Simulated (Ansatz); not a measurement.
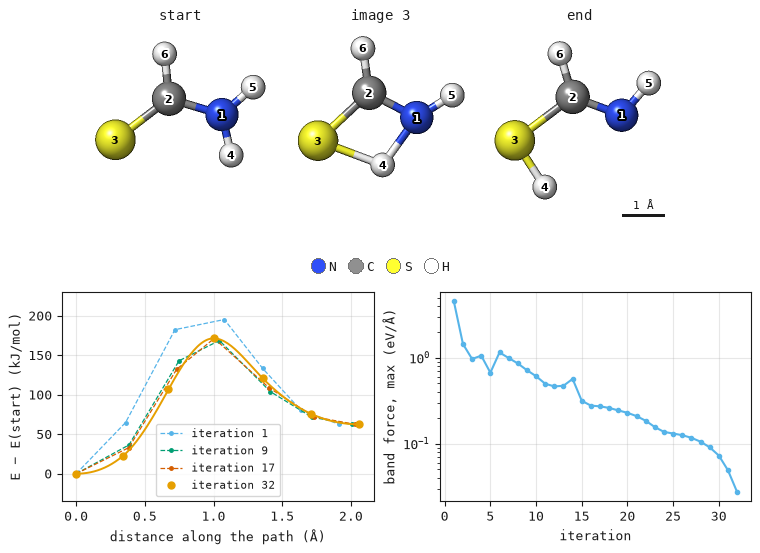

NEB run on CH₃NS. Images are numbered from 0 (start) to 6 (end). The plot follows the band through its iterations. Style: ball-and-stick. Shown face on.

These are results of Ansatz 0.2.0, RKS r2SCAN/6-31G*, not measurements.

Input
```yaml
crystal:
  periodic: [false, false, false]
  atoms:
    - { symbol: "N", position_ang: [-0.632045, -0.057684, -0.362301] }
    - { symbol: C, position_ang: [0.525727, 0.132979, 0.29287] }
    - { symbol: S, position_ang: [1.588425, -1.044169, 0.732948] }
    - { symbol: H, position_ang: [-0.904827, -0.997721, -0.623719] }
    - { symbol: H, position_ang: [-1.241979, 0.712024, -0.603883] }
    - { symbol: H, position_ang: [0.706699, 1.190571, 0.517984] }
basis:
  gaussian: { orbitals: "6-31G*" }
hamiltonian:
  xc: r2scan
neb:
  order_check: false
  images: 5
  f_tol: 0.03
  max_iterations: 60
  max_displacement: 0.5
  optimiser: fire
  final_atoms:
    - { symbol: "N", position_ang: [-0.90771568, 0.35945044, -0.46309838] }
    - { symbol: C, position_ang: [0.21136846, 0.29977964, 0.14094074] }
    - { symbol: S, position_ang: [1.05742435, -1.22363626, 0.42155771] }
    - { symbol: H, position_ang: [0.115415, -1.9776553, -0.18347381] }
    - { symbol: H, position_ang: [-1.21782949, 1.33462633, -0.51611787] }
    - { symbol: H, position_ang: [0.78333737, 1.14343514, 0.55409061] }
  initial_path:
    images:
      - { positions_ang: [[-0.632045, -0.057684, -0.362301], [0.525727, 0.132979, 0.29287], [1.588425, -1.044169, 0.732948], [-0.904827, -0.997721, -0.623719], [-1.241979, 0.712024, -0.603883], [0.706699, 1.190571, 0.517984]] }
      - { positions_ang: [[-0.67329848, 0.00636093, -0.37415373], [0.4835735, 0.1530759, 0.27376854], [1.46066793, -1.09728255, 0.65770602], [-0.67646908, -1.14324688, -0.51998441], [-1.26891657, 0.81648119, -0.60492661], [0.7164427, 1.20061142, 0.52148919]] }
      - { positions_ang: [[-0.71455196, 0.07040585, -0.38600646], [0.44142, 0.1731728, 0.25466708], [1.33291087, -1.15039609, 0.58246403], [-0.44811117, -1.28877277, -0.41624981], [-1.29585414, 0.92093838, -0.60597021], [0.7261864, 1.21065183, 0.52499437]] }
      - { positions_ang: [[-0.75580544, 0.13445078, -0.3978592], [0.3992665, 0.1932697, 0.23556562], [1.2051538, -1.20350964, 0.50722205], [-0.21975325, -1.43429865, -0.31251522], [-1.3227917, 1.02539557, -0.60701382], [0.7359301, 1.22069225, 0.52849956]] }
      - { positions_ang: [[-0.80644219, 0.20945066, -0.41960559], [0.33663382, 0.22877302, 0.20402399], [1.15591065, -1.21021851, 0.47866727], [-0.1080305, -1.61541753, -0.26950141], [-1.2878043, 1.12847249, -0.57671517], [0.75173252, 1.19493988, 0.53702991]] }
      - { positions_ang: [[-0.85707894, 0.28445055, -0.44135198], [0.27400114, 0.26427633, 0.17248236], [1.1066675, -1.21692739, 0.45011249], [0.00369225, -1.79653641, -0.22648761], [-1.25281689, 1.23154941, -0.54641652], [0.76753495, 1.16918751, 0.54556026]] }
      - { positions_ang: [[-0.90771568, 0.35945044, -0.46309838], [0.21136846, 0.29977964, 0.14094074], [1.05742435, -1.22363626, 0.42155771], [0.115415, -1.9776553, -0.18347381], [-1.21782949, 1.33462633, -0.51611787], [0.78333737, 1.14343514, 0.55409061]] }
```

Launched with:
```bash
ansatz run input.yaml --threads 1 --pin off --max-ram 2048MiB --backend cpu --events-out ev --progress --plain --runs-dir out
```

> Did the band converge, and can the barrier be trusted?

The run is converged, with reservations. The band converged in 32 iterations. The largest component of the band force went from 4.5 to 0.027 eV/Å. The climbing image converged on the top of the path. Its curvatures weren't checked. The step length is far from the usual. The first iteration put the highest image at 195.3 kJ/mol. The energy climbs by 171.4 kJ/mol to image 3 and then falls by 108.9 kJ/mol, so the end point sits at +62.5 kJ/mol.
